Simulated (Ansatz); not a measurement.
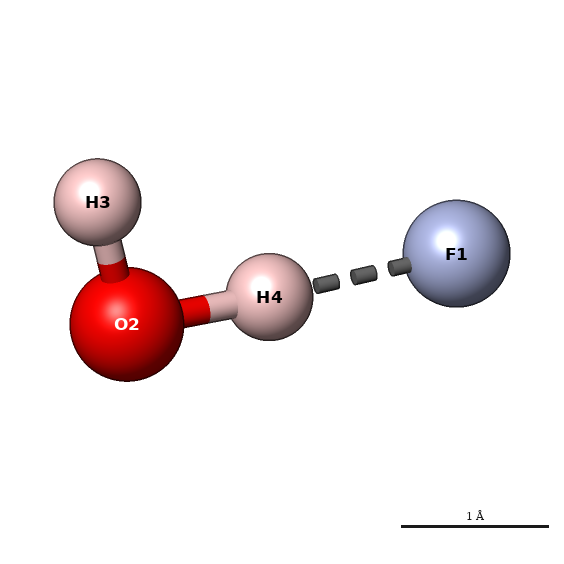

Two molecules or ions; the broken line marks their closest contact (measured against van der Waals radii). Charge −1, singlet. Geometry: a pair of rigid molecules at a changed separation. Program: Ansatz 0.2.0.

Question: Which two species are they?

Answer: F and H2O (`O.[F-]`).

Question: How long is the contact?

Answer: F1···H4 is 1.41 Å.

Give the counterpoise-corrected interaction energy (kJ/mol, monomers kept as in the pair) with RHF-CCSD(T) (frozen core)/def2-TZVPPD; ωB97M-V/def2-TZVPPD.

```json
{"level": "RHF-CCSD(T) (frozen core)/def2-TZVPPD", "interaction energy (kJ/mol)": "−132.9"}
{"level": "ωB97M-V/def2-TZVPPD", "interaction energy (kJ/mol)": "−137.9"}
```
